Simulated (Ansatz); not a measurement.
# One shape, several levels: BH2Cl− (SMILES [BH2-]Cl)

We compute a comparison of 6 runs (UHSE06/STO-3G, UPBE/STO-3G, RPA@PBE/STO-3G, UMP2/STO-3G, UCCSD(T)/STO-3G, FCI/STO-3G) of BH2Cl−. 

The results are computed with Ansatz 0.2.0.

## Step 1: The molecule

BH2Cl− has 4 atoms, charge -1, and is taken as a doublet. SMILES: `[BH2-]Cl`. The H4–B1 distance was set to 1.818 Å, away from the relaxed value. At this shape a bond of the SMILES string is far longer than usual.

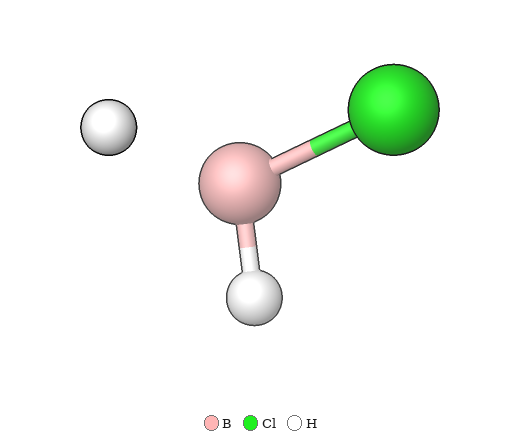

Viewed from a chosen angle; boron pink, chlorine green, hydrogen white.

## Step 2: The energy at UHSE06/STO-3G (run 1)

job.yaml

```yaml
crystal:
  periodic: [false, false, false]
  atoms:
    - {symbol: B, position_ang: [0.067621, -0.733734, -0.099848]}
    - {symbol: Cl, position_ang: [1.530521, -0.477054, 1.122172]}
    - {symbol: H, position_ang: [-0.823609, -1.291964, 0.502052]}
    - {symbol: H, position_ang: [-0.353460, 0.884500, -0.812110]}
basis:
  gaussian: {orbitals: STO-3G}
accuracy: high
hamiltonian: {xc: hse06}
magnetization: {spin_polarized: true, initial_magnetization: 1}
total_charge: -1
```

Command:

```
ansatz run job.yaml --threads 1 --pin off --max-ram 2610MiB --events-out events.jsonl --progress --plain --runs-dir runs
```

Log:

```text
Warning: RAYON_NUM_THREADS=1 ignored (pool sized by the plan → 1); use --threads N
Functional definition: HSE06
  name "HSE06"
  parameter a = 0.25
  parameter omega = 0.11/bohr
  exchange = pbe_x - a*pbe_x_sr(omega) + a*exact_x_sr(omega)
  correlation = pbe_c
259 factors; integrals over basis functions are off by at most 2.4e-8 eV
55 factors; integrals over basis functions are off by at most 1.3e-9 eV
mean field evaluation 1: about -13074.7285 eV, gradient 9.7e0 eV
mean field evaluation 2: about -13074.4231 eV, gradient 1.3e1 eV
mean field evaluation 4: about -13076.1863 eV, gradient 3.5e-1 eV
mean field evaluation 8: about -13076.1496 eV, gradient 2.6e-2 eV
mean field evaluation 16: about -13076.1497 eV, gradient 1.3e-6 eV
mean field -13076.14966138 eV, -480.5396367231 hartree, gradient 2.3e-8 eV, S^2 0.752946; 0 other end points of the search recorded, 0 dependent functions left out
reference -13076.14966299 eV, -480.5396367824 hartree; 13, 12 occupied and 3, 4 virtual orbitals, 259 factors
Total energy: -13076.14966299 eV, -480.5396367824 hartree
```

Run time: 1.8 s. Hardware: 1 thread of Arm Neoverse V1, shared host; peak memory 0.11 GiB.

## Step 3: A single-point energy at UPBE/STO-3G (run 2)

molecule.yaml

```yaml
basis:
  gaussian: {orbitals: STO-3G}
crystal:
  periodic: [false, false, false]
  atoms:
    - {symbol: B, position_ang: [0.067621, -0.733734, -0.099848]}
    - {symbol: Cl, position_ang: [1.530521, -0.477054, 1.122172]}
    - {symbol: H, position_ang: [-0.823609, -1.291964, 0.502052]}
    - {symbol: H, position_ang: [-0.353460, 0.884500, -0.812110]}
total_charge: -1
magnetization: {spin_polarized: true, initial_magnetization: 1}
hamiltonian: {xc: {name: PBE}}
accuracy: high
```

Command:

```
ansatz run molecule.yaml --threads 1 --pin off --max-ram 2610MiB --events-out events.jsonl --progress --plain --runs-dir runs
```

Log:

```text
Warning: RAYON_NUM_THREADS=1 ignored (pool sized by the plan → 1); use --threads N
Functional definition: PBE
  name "PBE"
  parameter kappa = 0.804
  parameter beta = 0.06672455060314922
  exchange = pbe_x(kappa = kappa, mu = beta*pi^2/3)
  correlation = pbe_c(beta = beta)
259 factors; integrals over basis functions are off by at most 2.4e-8 eV
mean field evaluation 1: about -13072.9031 eV, gradient 1.0e1 eV
mean field evaluation 2: about -13070.8010 eV, gradient 1.8e1 eV
mean field evaluation 4: about -13074.3767 eV, gradient 4.1e-1 eV
mean field evaluation 8: about -13074.3178 eV, gradient 1.1e-2 eV
mean field evaluation 16: about -13074.3178 eV, gradient 1.0e-6 eV
mean field -13074.31782830 eV, -480.4723180990 hartree, gradient 5.4e-8 eV, S^2 0.752756; 0 other end points of the search recorded, 0 dependent functions left out
reference -13074.31782991 eV, -480.4723181582 hartree; 13, 12 occupied and 3, 4 virtual orbitals, 259 factors
Total energy: -13074.31782991 eV, -480.4723181582 hartree
```

It took 1.3 s on 1 thread of Arm Neoverse V1, shared host; peak memory 0.11 GiB.

## Step 4: A single-point energy at RPA@PBE/STO-3G (run 3)

job.yaml

```yaml
crystal:
  periodic: [false, false, false]
  atoms:
    - symbol: B
      position_ang: [0.067621, -0.733734, -0.099848]
    - symbol: Cl
      position_ang: [1.530521, -0.477054, 1.122172]
    - symbol: H
      position_ang: [-0.823609, -1.291964, 0.502052]
    - symbol: H
      position_ang: [-0.353460, 0.884500, -0.812110]
basis:
  gaussian:
    orbitals: STO-3G
total_charge: -1
magnetization:
  spin_polarized: true
  initial_magnetization: 1
hamiltonian:
  xc: pbe
correlation:
  method: rpa
  frozen_orbitals: {B: 1, Cl: 5, H: 0}
accuracy: high
```

Command:

```
ansatz run job.yaml --threads 1 --pin off --max-ram 2610MiB --events-out events.jsonl --progress --plain --runs-dir runs
```

Log (excerpt; [...] marks lines left out):

```text
Warning: RAYON_NUM_THREADS=1 ignored (pool sized by the plan → 1); use --threads N
[... 6 set-up lines as earlier in the session ...]
259 factors; integrals over basis functions are off by at most 2.4e-8 eV
mean field evaluation 1: about -13072.9031 eV, gradient 1.0e1 eV
mean field evaluation 2: about -13072.8598 eV, gradient 1.0e1 eV
mean field evaluation 4: about -13074.2927 eV, gradient 1.6e0 eV
mean field evaluation 8: about -13074.3178 eV, gradient 3.0e-2 eV
mean field evaluation 16: about -13074.3178 eV, gradient 2.9e-7 eV
mean field -13074.31782830 eV, -480.4723180990 hartree, gradient 4.1e-8 eV, S^2 0.752756; 0 other end points of the search recorded, 0 dependent functions left out
6 core orbitals not correlated: weight in the atoms' cores, before any rotation towards them, 1.000 or more for the frozen orbitals, at most 0.000 for the correlated occupied ones
reference -13057.94164338 eV, -479.8705044036 hartree; 7, 6 occupied and 3, 4 virtual orbitals, 259 factors
Total energy: -13061.03814224 eV, -479.9842986377 hartree
```

Wall time 1.5 s (1 thread of Arm Neoverse V1, shared host); peak memory 0.11 GiB.

Runs 4 to 5 aren't shown in full; the table further down has their settings and results.

## Step 5: The energy at FCI/STO-3G (run 6)

molecule.yaml, as its differences from that of step 3:

```diff
@@ -1,3 +1 @@
-basis:
-  gaussian: {orbitals: STO-3G}
 crystal:
@@ -9,5 +7,7 @@
     - {symbol: H, position_ang: [-0.353460, 0.884500, -0.812110]}
+basis:
+  gaussian: {orbitals: STO-3G}
 total_charge: -1
 magnetization: {spin_polarized: true, initial_magnetization: 1}
-hamiltonian: {xc: {name: PBE}}
+correlation: {method: fci, frozen_orbitals: {B: 1, Cl: 5, H: 0}}
 accuracy: high
```

Command:

```
ansatz run molecule.yaml --threads 1 --pin off --max-ram 2610MiB --events-out events.jsonl --progress --plain --runs-dir runs
```

Log:

```text
Warning: RAYON_NUM_THREADS=1 ignored (pool sized by the plan → 1); use --threads N
Functional definition: HF
  name "HF"
  exchange = exact_x
  correlation = 0
259 factors; integrals over basis functions are off by at most 2.4e-8 eV
mean field evaluation 1: about -13055.5966 eV, gradient 1.2e1 eV
mean field evaluation 2: about -13055.6573 eV, gradient 1.1e1 eV
mean field evaluation 4: about -13057.9778 eV, gradient 2.2e0 eV
mean field evaluation 8: about -13058.1295 eV, gradient 2.7e-1 eV
mean field evaluation 16: about -13058.1682 eV, gradient 1.9e-3 eV
mean field evaluation 32: about -13058.1098 eV, gradient 9.6e-1 eV
mean field -13058.16820861 eV, -479.8788305222 hartree, gradient 3.3e-8 eV, S^2 0.846090; 2 other end points of the search recorded, 0 dependent functions left out
6 core orbitals not correlated: weight in the atoms' cores, before any rotation towards them, 1.000 or more for the frozen orbitals, at most 0.000 for the correlated occupied ones
reference -13058.07878444 eV, -479.8755442446 hartree; 7, 6 occupied and 3, 4 virtual orbitals, 259 factors
state -13060.06525162 eV, -479.9485455670 hartree
Total energy: -13060.06525162 eV, -479.9485455670 hartree
```

It took 0.28 s on 1 thread of Arm Neoverse V1, shared host.

## Step 6: Overview of the runs

| run | level | frozen core orbitals | energy (Eh) | ⟨S²⟩ | wall time |
| --- | --- | --- | --- | --- | --- |
| 1 | UHSE06/STO-3G | – | -480.539637 | 0.753 | 1.8 s |
| 2 | UPBE/STO-3G | – | -480.472318 | 0.753 | 1.3 s |
| 3 | RPA@PBE/STO-3G | 6 | -479.984299 | 0.753 | 1.5 s |
| 4 | UMP2/STO-3G | 6 | -479.920096 | 0.846 | 0.12 s |
| 5 | UCCSD(T)/STO-3G | 6 | -479.948295 | 0.846 | 0.2 s |
| 6 | FCI/STO-3G | 6 | -479.948546 | – | 0.28 s |

## Step 7: What came out

| quantity | value |
| --- | --- |
| run 6: total energy | -479.94855 Eh |
| run 6: correlation energy (6 core orbitals frozen) | -73.0 mEh |

What this shows: Against full CI in this basis: UMP2 +28.4 mEh; UCCSD(T) +0.3 mEh. Totals of different functionals can't be ranked against each other. In runs 1, 2, 3, 4, 5, 6 the basis is minimal, so the values are rough. All runs together took 5.2 s, the longest 1.8 s.
